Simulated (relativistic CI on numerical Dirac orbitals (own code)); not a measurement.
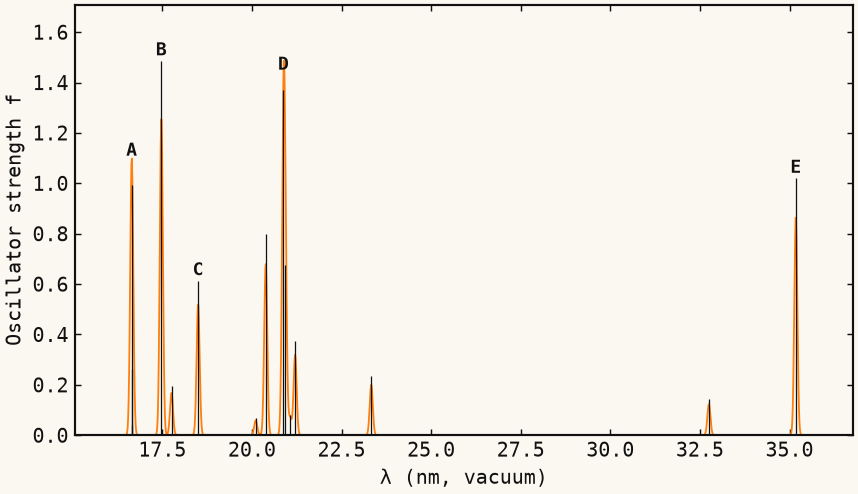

The plot shows absorption lines from the lowest level (oscillator strengths f) for Bi⁵⁺. Level of the calculation: relativistic CI on Dirac orbitals, KLI exchange-only orbitals, Breit term, model QED, unscaled Slater integrals, configurations shifted onto measured levels (radial Dirac CI code). The envelope is a Gaussian of full width 0.1 nm, scaled to the tallest stick.

Which transitions are the lettered lines?

Answer. A: 5d⁹ 7f J = 1 (odd, mixed, level 382) ← 5d¹⁰ ¹S₀, 16.64 nm, f = 0.99; B: 5d⁹ 6f J = 1 (odd, mixed, level 248) ← 5d¹⁰ ¹S₀, 17.47 nm, f = 1.5; C: 5d⁹ 6f ³D°₁ ← 5d¹⁰ ¹S₀, 18.50 nm, f = 0.61; D: 5d⁹ 5f J = 1 (odd, mixed, level 125) ← 5d¹⁰ ¹S₀, 20.88 nm, f = 1.4; E: 5d⁹ 6p ¹P°₁ ← 5d¹⁰ ¹S₀, 35.18 nm, f = 1.0. The strongest, B, lies in the extreme ultraviolet region.

Caveat: shifts are fitted to measured levels, configurations with none paired borrow a shift and can be misplaced by tens of thousands of cm⁻¹; one shift a configuration: terms inside it, and wavelengths, can be off by thousands of cm⁻¹; only a limited list of configurations is included, so lower levels can be missing; only lines among the lowest 400 of 3909 levels are drawn, so those from 5d⁹ 6g, 5d⁸ 6s 6d and 5d⁸ 5f 6s are incomplete.
